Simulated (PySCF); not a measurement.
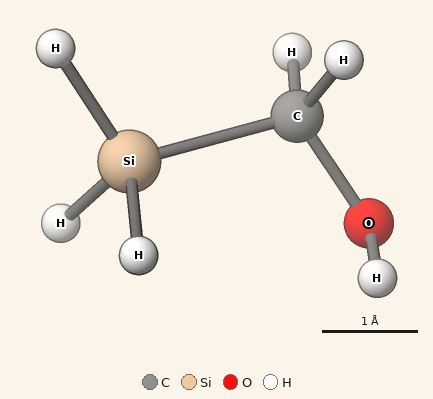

Fig. 1: The structure (ball-and-stick view, seen at a tilt). Bond lengths as drawn: C–H 1.10 to 1.11 Å, C–O 1.41 Å, C–Si 1.90 Å, H–O 0.96 Å and H–Si 1.49 to 1.50 Å.

## Core-level calculation of CH6OSi

System: CH6OSi, SMILES OC[SiH3].
Method: delta-SCF UKS SCAN, pcX-2 on the ionised atom, pcseg-1 elsewhere, spin-free X2C (PySCF 2.14.0).

Output:
```
ground state, core basis on atom 0 (C), 107 functions
  cycle   1  E = -406.88876458  |g| = 5.73e-01
  cycle   2  E = -406.74938156  |g| = 1.00e+00
  cycle   3  E = -406.95288639  |g| = 7.87e-02
  cycle   4  E = -406.95388755  |g| = 4.12e-02
  cycle   5  E = -406.95425829  |g| = 1.08e-02
  cycle   6  E = -406.95428821  |g| = 1.24e-03
  cycle   7  E = -406.95428805  |g| = 3.44e-04
  E(ground) = -406.98931981 Eh
hole in C 1s of atom 0
  cycle   1  E = -395.66556682  |g| = 1.50e+00
  cycle   2  E = -394.82983737  |g| = 1.95e+00
  cycle   3  E = -396.17103611  |g| = 3.91e-01
  cycle   4  E = -396.20781106  |g| = 2.39e-01
  cycle   5  E = -396.22815771  |g| = 5.10e-02
  cycle   6  E = -396.22919261  |g| = 6.93e-03
  cycle   7  E = -396.22923028  |g| = 3.08e-03
  cycle   8  E = -396.22923953  |g| = 1.52e-03
  cycle   9  E = -396.22924278  |g| = 5.37e-04
  cycle  10  E = -396.22924460  |g| = 1.27e-04
  E(ion) = -396.26320950 Eh   <S^2> = 0.7730   hole on atom = 1.000   binding energy = 291.872 eV
ground state, core basis on atom 1 (Si), 118 functions
  cycle   1  E = -407.04397385  |g| = 2.86e-01
  cycle   2  E = -407.04406205  |g| = 3.04e-02
  cycle   3  E = -407.04405580  |g| = 2.13e-02
  cycle   4  E = -407.04410007  |g| = 8.68e-03
  cycle   5  E = -407.04411670  |g| = 8.50e-04
  cycle   6  E = -407.04411715  |g| = 1.65e-04
  E(ground) = -407.03823263 Eh
hole in Si 2p of atom 1
  cycle   1  E = -402.78201786  |g| = 1.23e+00
  cycle   2  E = -402.69048689  |g| = 1.06e+00
  cycle   3  E = -403.04770424  |g| = 3.39e-01
  cycle   4  E = -403.09331797  |g| = 1.39e-01
  cycle   5  E = -403.09974907  |g| = 3.62e-02
  cycle   6  E = -403.10040552  |g| = 1.06e-02
  cycle   7  E = -403.10045297  |g| = 3.98e-03
  cycle   8  E = -403.10046197  |g| = 6.09e-04
  cycle   9  E = -403.10046158  |g| = 2.18e-04
  E(ion) = -403.10653571 Eh   <S^2> = 0.7526   hole on atom = 1.002   binding energy = 106.987 eV
  2p3/2 = 106.788 eV   2p1/2 = 107.411 eV
ground state, core basis on atom 2 (O), 107 functions
  cycle   1  E = -406.98083527  |g| = 9.37e-02
  cycle   2  E = -406.98088810  |g| = 2.17e-02
  cycle   3  E = -406.98088945  |g| = 2.46e-02
  cycle   4  E = -406.98100135  |g| = 5.93e-03
  cycle   5  E = -406.98100858  |g| = 3.58e-04
  E(ground) = -407.01491204 Eh
hole in O 1s of atom 2
  cycle   1  E = -386.37124211  |g| = 2.21e+00
  cycle   2  E = -385.76469979  |g| = 2.25e+00
  cycle   3  E = -387.10566497  |g| = 4.35e-01
  cycle   4  E = -387.16379028  |g| = 1.49e-01
  cycle   5  E = -387.17479244  |g| = 5.78e-02
  cycle   6  E = -387.17631470  |g| = 9.14e-03
  cycle   7  E = -387.17636393  |g| = 2.44e-03
  cycle   8  E = -387.17636610  |g| = 6.10e-04
  cycle   9  E = -387.17636778  |g| = 1.49e-04
  E(ion) = -387.21053780 Eh   <S^2> = 0.7620   hole on atom = 1.000   binding energy = 538.904 eV
```

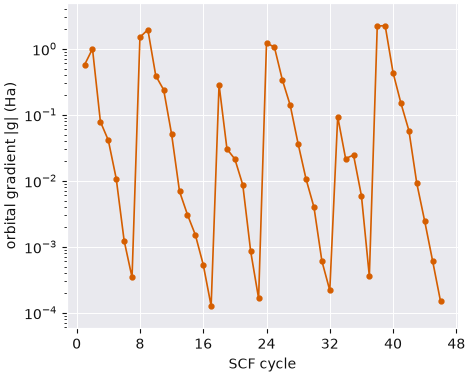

Fig. 2: Convergence of the self-consistent field: orbital gradient |g| against the SCF cycle. All cycles printed in the log are drawn one after another.

The run was set up as follows.

Input:
```
{"job": {"kind": "xps", "holes": 5}, "charge": 0, "multiplicity": 1}
C      0.427276     0.363938    -0.680811
Si    -0.322397    -0.017168     1.024996
O     -0.209895    -0.364758    -1.708322
H      0.282711     1.433636    -0.906388
H      1.525702     0.209194    -0.665222
H      0.398056     0.707298     2.118320
H     -1.770181     0.347394     1.053220
H     -0.206012    -1.491868     1.262984
H     -0.057919    -1.302230    -1.550158
```

The first line tells a small driver script what to run in PySCF; the rest is the geometry in Å.

Command:
```bash
OMP_NUM_THREADS=1 python <driver script> task.json out
```

Key numbers:

| quantity | value |
| --- | --- |
| outcome | converged |
| hardware | 1 CPU thread, shared host |
| wall time | 20 s |
| peak memory | 0.43 GiB |
